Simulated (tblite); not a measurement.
Run report: C₂H₇BGeO, geometry relaxation (part 1 of 3)

- system: C₂H₇BGeO
- method: IPEA1-xTB, R-SCC (tblite 0.8.0)

The geometry: force field.

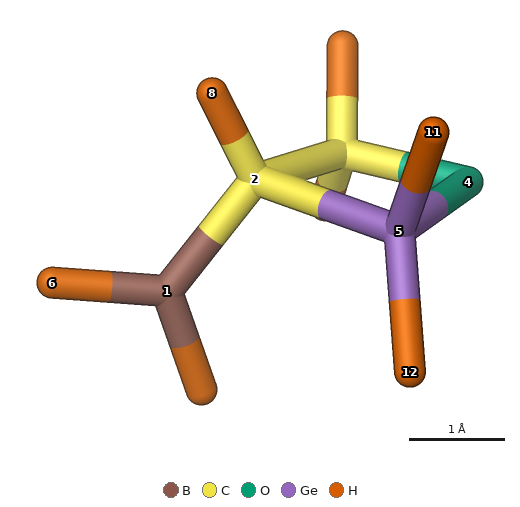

Fig. 1: The input geometry (stick view, seen at a tilt; atoms are numbered from 1 in the order of the input). Sticks mark near contacts.

### Summary

- outcome: converged
- total energy: −17.316263 hartree
- basis functions: 43
- largest force: 0.001 eV/Å
- HOMO: −12.76 eV
- LUMO: −8.32 eV
- dipole moment: 2.21 D
- hardware: 1 thread of Intel Xeon (Sapphire Rapids), 16 GiB of memory available, shared host
- wall time: 1.4 s
- peak memory: 0.081 GiB

### Notes

The record of the run, not the program, notes: bonds changed in the optimisation.

### Input (xtb_job.py)
```python
import json
import numpy as np
from tblite.interface import Calculator
from tblite.interface import symbols_to_numbers
from scipy.optimize import minimize

symbols = list(map(str, np.loadtxt("geom.xyz", skiprows=2, usecols=0, dtype=str, ndmin=1)))
numbers = np.array(symbols_to_numbers(symbols))
positions = np.loadtxt("geom.xyz", skiprows=2, usecols=(1, 2, 3), ndmin=2) / 0.52917721

calc = Calculator("IPEA1-xTB", numbers, positions, charge=0, uhf=0)
calc.set("verbosity", 0)
calc.set("accuracy", 0.01)
last, frames, energies, grads = [None], [], [], []

def fun(x):
    calc.update(x.reshape(-1, 3))
    last[0] = calc.singlepoint(last[0])
    return float(last[0].get('energy')), last[0].get('gradient').ravel()

def show(x):
    e, g = fun(x)
    frames.append(x.reshape(-1, 3).tolist())
    energies.append(e)
    grads.append(g.reshape(-1, 3).tolist())
    print(f"{len(energies) - 1:4d} {e:16.9f} {np.abs(g).max():12.3e} {np.linalg.norm(g):12.3e}")

print("step      energy/Eh       max grad     grad norm")
show(positions.ravel())
opt = minimize(fun, positions.ravel(), jac=True, method="BFGS", callback=show, options={"gtol": 3e-05, "maxiter": 500})
print("converged:", opt.success, "-", opt.message)
fun(opt.x)
res = last[0]
final = opt.x.reshape(-1, 3)
print("final geometry (angstrom)")
for s, p in zip(symbols, final * 0.529177210903):
    print(f"{s:<2} {p[0]:12.6f} {p[1]:12.6f} {p[2]:12.6f}")
print(f"Total energy: {res.get('energy') * 2625.4996:.8f} kJ/mol")
eps = np.atleast_2d(res.get("orbital-energies")) * 27.211386
occ = np.atleast_2d(res.get("orbital-occupations"))
filled = occ.sum(axis=0) if eps.shape[0] == 1 else occ[0]
homo = np.nonzero(filled > 0.5)[0].max()
print(f"HOMO {eps[0, homo]:.4f} eV")
if homo + 1 < eps.shape[1]:
    print(f"LUMO {eps[0, homo + 1]:.4f} eV, gap {eps[0, homo + 1] - eps[0, homo]:.4f} eV")
mu = res.get("dipole") * 2.541746
print(f"Dipole moment: {np.linalg.norm(mu):.4f} D, components " + " ".join(f"{c:.4f}" for c in mu))
q = res.get("charges")
print("Charges:", " ".join(f"{s}{i + 1}={c:+.4f}" for i, (s, c) in enumerate(zip(symbols, q))))
out = {k: np.asarray(res.get(k)).tolist() for k in ("energy", "gradient", "charges", "dipole", "orbital-energies", "orbital-occupations")}
out.update(symbols=symbols, positions=(positions * 0.529177210903).tolist(), final=final.tolist(), frames=frames, step_energies=energies, grads=grads, success=bool(opt.success))
json.dump(out, open("results.json", "w"))
```

### File geom.xyz
```
12

B     -1.415000     0.728300    -0.385500
C     -0.377400     0.008500     0.480800
C      0.958800     0.696500     0.515200
O      1.849100    -0.246000    -0.173400
Ge     0.434600    -1.419500    -0.495700
H     -2.543300     0.981400     0.039500
H     -1.170800     1.155900    -1.480500
H     -0.700200    -0.287000     1.475200
H      1.026500     1.693300     0.048100
H      1.358100     0.796400     1.597600
H      0.580700    -2.708600     0.377100
H      0.075700    -1.454300    -1.964500
```

Command:
```bash
python xtb_job.py
```

### Log
```
step      energy/Eh       max grad     grad norm
   0    -17.266067778    5.594e-02    1.244e-01
   1    -17.276871470    2.684e-02    5.833e-02
   2    -17.281096383    1.425e-02    3.974e-02
   3    -17.283128799    2.016e-02    3.626e-02
   4    -17.285722659    1.955e-02    3.334e-02
   5    -17.287355950    1.172e-02    2.999e-02
   6    -17.288811730    1.149e-02    2.731e-02
   7    -17.290015310    1.238e-02    2.660e-02
   8    -17.291180887    1.499e-02    2.562e-02
   9    -17.292191549    1.092e-02    2.261e-02
  10    -17.293036141    9.804e-03    2.088e-02
  11    -17.293834619    7.620e-03    2.223e-02
  12    -17.294903591    1.087e-02    2.417e-02
  13    -17.296054741    1.090e-02    2.487e-02
  14    -17.297175254    1.019e-02    2.657e-02
  15    -17.298558893    1.096e-02    3.055e-02
  16    -17.300491272    1.711e-02    3.639e-02
  17    -17.302896441    2.063e-02    4.076e-02
  18    -17.305528511    1.901e-02    4.134e-02
  19    -17.308134210    1.523e-02    3.676e-02
  20    -17.310324602    1.449e-02    3.163e-02
  21    -17.311766942    1.301e-02    2.886e-02
  22    -17.312721138    1.645e-02    3.465e-02
  23    -17.313734206    1.051e-02    2.156e-02
  24    -17.314243696    6.167e-03    1.435e-02
  25    -17.314747905    4.724e-03    1.262e-02
  26    -17.315015517    4.274e-03    1.259e-02
  27    -17.315347185    3.741e-03    1.157e-02
  28    -17.315562967    4.133e-03    1.004e-02
  29    -17.315741739    3.376e-03    8.341e-03
  30    -17.315853287    2.840e-03    6.602e-03
  31    -17.315919169    1.626e-03    4.996e-03
  32    -17.315957364    1.750e-03    4.361e-03
  33    -17.315993309    1.802e-03    4.476e-03
  34    -17.316036340    2.144e-03    4.867e-03
  35    -17.316082041    1.718e-03    4.800e-03
  36    -17.316120147    1.482e-03    4.131e-03
  37    -17.316147600    1.282e-03    3.481e-03
  38    -17.316168668    9.467e-04    3.063e-03
  39    -17.316185306    1.004e-03    2.670e-03
  40    -17.316196792    9.616e-04    2.268e-03
  41    -17.316205063    8.150e-04    2.043e-03
  42    -17.316212958    7.667e-04    2.029e-03
  43    -17.316221476    8.046e-04    2.059e-03
  44    -17.316229143    8.096e-04    1.869e-03
  45    -17.316234574    6.701e-04    1.537e-03
  46    -17.316238387    5.099e-04    1.342e-03
  47    -17.316241794    6.258e-04    1.286e-03
  48    -17.316244878    4.748e-04    1.193e-03
  49    -17.316247122    4.443e-04    9.864e-04
  50    -17.316248620    2.786e-04    8.435e-04
  51    -17.316249938    4.473e-04    8.552e-04
  52    -17.316251468    4.698e-04    9.313e-04
  53    -17.316253048    3.507e-04    8.939e-04
  54    -17.316254256    2.756e-04    7.201e-04
  55    -17.316255058    2.814e-04    6.149e-04
  56    -17.316255760    3.644e-04    6.271e-04
  57    -17.316256509    3.103e-04    6.278e-04
  58    -17.316257103    2.168e-04    4.778e-04
  59    -17.316257383    1.159e-04    2.894e-04
  60    -17.316257500    8.775e-05    2.423e-04
  61    -17.316257613    8.749e-05    2.774e-04
  62    -17.316257789    1.633e-04    3.394e-04
  63    -17.316258022    1.905e-04    3.532e-04
  64    -17.316258196    1.157e-04    2.788e-04
  65    -17.316258309    8.349e-05    2.337e-04
  66    -17.316258415    1.018e-04    2.752e-04
  67    -17.316258591    2.088e-04    3.759e-04
  68    -17.316258890    3.069e-04    4.960e-04
  69    -17.316259380    3.766e-04    6.009e-04
  70    -17.316260072    3.520e-04    6.208e-04
  71    -17.316260526    1.919e-04    4.873e-04
  72    -17.316260871    1.531e-04    3.708e-04
  73    -17.316261135    1.911e-04    4.013e-04
  74    -17.316261460    2.998e-04    4.747e-04
  75    -17.316261860    2.993e-04    4.686e-04
  76    -17.316262177    1.597e-04    3.346e-04
  77    -17.316262335    1.055e-04    2.401e-04
  78    -17.316262432    9.368e-05    2.447e-04
  79    -17.316262562    1.653e-04    2.822e-04
  80    -17.316262731    1.806e-04    2.880e-04
  81    -17.316262871    1.107e-04    2.181e-04
  82    -17.316262941    6.607e-05    1.599e-04
  83    -17.316262983    6.398e-05    1.584e-04
  84    -17.316263040    8.704e-05    1.836e-04
  85    -17.316263123    1.077e-04    2.059e-04
  86    -17.316263207    7.691e-05    1.919e-04
  87    -17.316263268    8.098e-05    1.665e-04
  88    -17.316263317    6.691e-05    1.631e-04
  89    -17.316263374    8.083e-05    1.690e-04
  90    -17.316263433    8.335e-05    1.460e-04
  91    -17.316263467    4.339e-05    8.527e-05
  92    -17.316263478    1.985e-05    5.111e-05
converged: True - Optimization terminated successfully.
final geometry (angstrom)
B     -1.350275     0.466217    -0.426626
C     -0.355919     0.429781     0.740787
C      1.119487     0.787609     0.630384
O      1.693144    -0.295990    -0.132967
Ge     0.141733    -1.187873    -0.589269
H     -2.476099     0.085563    -0.245495
H     -1.114541     1.105697    -1.422627
H     -0.590053    -0.032808     1.705811
H      1.282910     1.738036     0.115916
H      1.595072     0.841148     1.612999
H      0.034918    -2.509350     0.094106
H      0.096423    -1.483129    -2.049119
Total energy: -45463.84283393 kJ/mol
HOMO -12.7605 eV
LUMO -8.3198 eV, gap 4.4407 eV
Dipole moment: 2.2115 D, components 0.0201 -0.0410 2.2110
Charges: B1=-0.1229 C2=+0.0377 C3=+0.0719 O4=-0.2513 Ge5=-0.0884 H6=+0.0133 H7=+0.0146 H8=+0.0905 H9=+0.0590 H10=+0.0589 H11=+0.0502 H12=+0.0665
```

### Trajectory as extended XYZ (Å, eV, eV/Å), 40 of the 93 frames kept, from step=0 to step=92
```
12
Properties=species:S:1:pos:R:3:forces:R:3 step=0 energy=-469.83364
B    -1.4150    0.7283   -0.3855   -1.9873   0.7934  -0.0577
C    -0.3774    0.0085    0.4808   -2.0862   1.8932   1.2684
C     0.9588    0.6965    0.5152    2.8766   0.0624   1.8441
O     1.8491   -0.2460   -0.1734    0.0847  -0.0778  -0.3678
Ge    0.4346   -1.4195   -0.4957    0.9880  -1.7364  -0.4846
H    -2.5433    0.9814    0.0395    0.7966  -0.5791  -0.4662
H    -1.1708    1.1559   -1.4805    0.2132  -0.0642   0.0973
H    -0.7002   -0.2870    1.4752   -0.1797  -0.1637   0.6925
H     1.0265    1.6933    0.0481   -0.0993  -0.5364   0.1786
H     1.3581    0.7964    1.5976   -0.9103   0.0510  -1.9751
H     0.5807   -2.7086    0.3771   -0.1366   0.9885  -1.3798
H     0.0757   -1.4543   -1.9645    0.4401  -0.6307   0.6503
12
Properties=species:S:1:pos:R:3:forces:R:3 step=2 energy=-470.24259
B    -1.4548    0.7463   -0.3882    0.0613   0.1512  -0.0790
C    -0.4114    0.0548    0.5043    0.0052   0.6478   0.3917
C     1.0076    0.6912    0.5401   -0.2691  -0.3504  -0.7327
O     1.8519   -0.2504   -0.1819    0.1418  -0.2908  -0.1562
Ge    0.4552   -1.4461   -0.5009    0.1055   0.6913   0.1620
H    -2.5339    0.9678    0.0295   -0.7113  -0.2400  -0.0753
H    -1.1657    1.1544   -1.4775    0.0863   0.0222   0.0445
H    -0.7072   -0.2917    1.4980   -0.1574   0.0662   0.4006
H     1.0266    1.6784    0.0544    0.2081  -0.3597   0.1621
H     1.3432    0.7986    1.5634    0.2298   0.0849   0.3280
H     0.5776   -2.6860    0.3418   -0.0346   0.1693  -0.7058
H     0.0877   -1.4725   -1.9490    0.3343  -0.5921   0.2600
12
Properties=species:S:1:pos:R:3:forces:R:3 step=5 energy=-470.41292
B    -1.4768    0.7662   -0.3860    0.0429  -0.1321   0.3148
C    -0.4318    0.1231    0.5478    0.1644  -0.4635  -0.0828
C     1.0209    0.6650    0.5256   -0.0772   0.3009   0.4666
O     1.8652   -0.2754   -0.1988   -0.0011   0.1468   0.1747
Ge    0.4662   -1.3937   -0.4911   -0.6028   0.5126   0.0746
H    -2.5869    0.9352    0.0114   -0.2439  -0.2904  -0.2977
H    -1.1550    1.1579   -1.4735   -0.0136   0.0930   0.1109
H    -0.7215   -0.2808    1.5386    0.0821   0.4156  -0.1614
H     1.0478    1.6471    0.0625    0.2813   0.1426  -0.2822
H     1.3535    0.8027    1.5563    0.3297  -0.1735   0.0230
H     0.5725   -2.6662    0.2647   -0.0611  -0.2064  -0.1425
H     0.1228   -1.5363   -1.9236    0.0994  -0.3455  -0.1980
12
Properties=species:S:1:pos:R:3:forces:R:3 step=7 energy=-470.48528
B    -1.4850    0.7696   -0.3707   -0.1752  -0.0779  -0.0090
C    -0.4326    0.1366    0.5656    0.0274   0.0189  -0.1139
C     1.0228    0.6671    0.5367    0.3135   0.3511   0.2298
O     1.8706   -0.2798   -0.1971   -0.2671   0.2921   0.3126
Ge    0.4403   -1.3441   -0.4834   -0.3785  -0.6364  -0.2396
H    -2.6270    0.9027   -0.0135    0.2329  -0.3304  -0.3078
H    -1.1508    1.1643   -1.4638   -0.0971   0.0396   0.3466
H    -0.7249   -0.2540    1.5526    0.0651   0.2254   0.0471
H     1.0735    1.6383    0.0530    0.1447   0.1941  -0.1352
H     1.3776    0.7963    1.5579    0.2571  -0.0915   0.1130
H     0.5661   -2.6650    0.2167   -0.1379   0.1214  -0.1282
H     0.1462   -1.5870   -1.9200    0.0151  -0.1063  -0.1155
12
Properties=species:S:1:pos:R:3:forces:R:3 step=9 energy=-470.54450
B    -1.4946    0.7653   -0.3588    0.0240  -0.1321  -0.1920
C    -0.4272    0.1458    0.5729    0.0518   0.5615   0.1401
C     1.0331    0.6858    0.5540    0.0946   0.0432  -0.1573
O     1.8595   -0.2709   -0.1803   -0.3900  -0.1512   0.0399
Ge    0.4004   -1.3317   -0.4894    0.1629  -0.5143  -0.2434
H    -2.6492    0.8604   -0.0478    0.1730  -0.3406  -0.1254
H    -1.1528    1.1724   -1.4395   -0.0596   0.1106   0.1666
H    -0.7232   -0.2206    1.5638    0.0640   0.0243   0.1524
H     1.1014    1.6437    0.0389    0.0202   0.1698   0.1856
H     1.4114    0.7872    1.5688    0.0823   0.1303   0.1322
H     0.5540   -2.6620    0.1770   -0.1602   0.0312   0.0479
H     0.1640   -1.6306   -1.9258   -0.0631   0.0674  -0.1466
12
Properties=species:S:1:pos:R:3:forces:R:3 step=12 energy=-470.61830
B    -1.4990    0.7418   -0.3580    0.2871  -0.2256  -0.0293
C    -0.4140    0.2103    0.6008    0.0228   0.0147   0.1749
C     1.0521    0.7128    0.5701   -0.1375  -0.1363   0.0369
O     1.8103   -0.2827   -0.1617    0.0740  -0.2392  -0.2333
Ge    0.3605   -1.3430   -0.5154   -0.1219   0.5591   0.1183
H    -2.6649    0.7628   -0.1045    0.0210  -0.4429   0.0528
H    -1.1581    1.2002   -1.4009    0.1044   0.2515  -0.3254
H    -0.7110   -0.1722    1.5908    0.1749   0.0199  -0.0304
H     1.1415    1.6681    0.0437    0.0341   0.0140   0.3094
H     1.4600    0.7918    1.5863   -0.1335   0.2074  -0.2373
H     0.5198   -2.6649    0.1356   -0.1987  -0.2349   0.2900
H     0.1795   -1.6801   -1.9529   -0.1265   0.2122  -0.1265
12
Properties=species:S:1:pos:R:3:forces:R:3 step=14 energy=-470.68012
B    -1.4824    0.7030   -0.3680    0.1640  -0.1063  -0.1648
C    -0.4006    0.2759    0.6347   -0.1437  -0.4022  -0.0803
C     1.0631    0.7291    0.5805    0.0503  -0.1273   0.0463
O     1.7633   -0.3079   -0.1588    0.4026   0.3097  -0.0622
Ge    0.3239   -1.3412   -0.5372   -0.5239   0.4118   0.2414
H    -2.6624    0.6461   -0.1489    0.2824  -0.4936   0.0460
H    -1.1584    1.2414   -1.3854    0.1120   0.0600  -0.1827
H    -0.6865   -0.1335    1.6135    0.1406  -0.0200   0.0425
H     1.1742    1.6953    0.0739    0.0647  -0.1932   0.0921
H     1.4911    0.8130    1.5890   -0.1028   0.0219  -0.2377
H     0.4733   -2.6798    0.1287   -0.3233   0.2429   0.0518
H     0.1782   -1.6964   -1.9880   -0.1230   0.2963   0.2076
12
Properties=species:S:1:pos:R:3:forces:R:3 step=17 energy=-470.83580
B    -1.4177    0.6078   -0.4218   -0.1950   0.0317  -0.2124
C    -0.3837    0.3423    0.6768    0.1077  -0.0521  -0.2260
C     1.0798    0.7435    0.5924    0.1705   0.1636  -0.0917
O     1.7181   -0.3178   -0.1653   -0.0422   0.3474   0.0599
Ge    0.2025   -1.3005   -0.5495    0.0025  -0.1829   0.0163
H    -2.5936    0.3707   -0.2148    0.6179  -0.2026  -0.1866
H    -1.1468    1.3176   -1.3818   -0.0061  -0.6791   0.3947
H    -0.6200   -0.0796    1.6547   -0.1792  -0.2027   0.1257
H     1.2302    1.7284    0.1444   -0.0624  -0.1257  -0.5713
H     1.5278    0.8566    1.5745    0.1590  -0.4426   0.4604
H     0.3385   -2.6702    0.1501   -0.4363   1.0607  -0.4478
H     0.1419   -1.6539   -2.0258   -0.1367   0.2844   0.6788
12
Properties=species:S:1:pos:R:3:forces:R:3 step=19 energy=-470.97832
B    -1.3866    0.5576   -0.4575    0.0326  -0.1114   0.3690
C    -0.3738    0.3522    0.6866    0.1225   0.5873   0.2602
C     1.0940    0.7533    0.6002    0.0645   0.2111   0.0291
O     1.7135   -0.2966   -0.1717   -0.4716  -0.2184  -0.0698
Ge    0.1214   -1.2525   -0.5413    0.7830  -0.1449  -0.2951
H    -2.5258    0.2045   -0.2565    0.2525   0.0139  -0.2332
H    -1.1347    1.3207   -1.3714   -0.0200  -0.6520   0.1557
H    -0.5922   -0.0616    1.6794   -0.2282  -0.1790  -0.1903
H     1.2594    1.7292    0.1484   -0.1431   0.1420  -0.5279
H     1.5514    0.8528    1.5811    0.1061  -0.4100   0.4244
H     0.2362   -2.6029    0.1358   -0.3331   0.5726  -0.1585
H     0.1140   -1.6117   -1.9992   -0.1650   0.1888   0.2364
```
